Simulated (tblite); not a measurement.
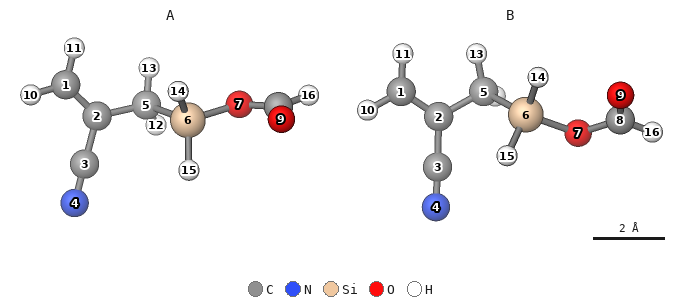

Two geometries of C$_{5}$H$_{7}$NO$_{2}$Si, drawn at one scale. One is the start of a relaxation, the other its converged end. The picture is a ball-and-stick view, seen at a tilt.

Method: GFN2-xTB geometry optimisation, gas phase in tblite 0.8.0. 

Which geometry has the lower energy?

Structure A is the relaxed one. The atom that moves furthest after the best rigid fit is H16 (1.06 Å). By element the largest moves are H 1.06 Å, O 0.82 Å, N 0.62 Å, C 0.43 Å, Si 0.17 Å. Among the contacts that change: O7–C8 1.410 → 1.311 Å, Si6–O7 1.740 → 1.672 Å, C8–O9 1.259 → 1.192 Å, C5–Si6 1.851 → 1.905 Å. Bond angles that change, for instance: C5–Si6–O7 112.6° → 100.7°, C1–C2–C5 118.2° → 124.9°, O7–C8–H16 116.1° → 111.0°. Groups turn about C5–Si6 by about 55°, Si6–O7 by about 40°, C2–C5 by about 20°. After 136 geometry steps the energy has fallen by 84.3 kJ/mol. The run took 1 s on 1 thread of Arm Neoverse V1 (shared host).
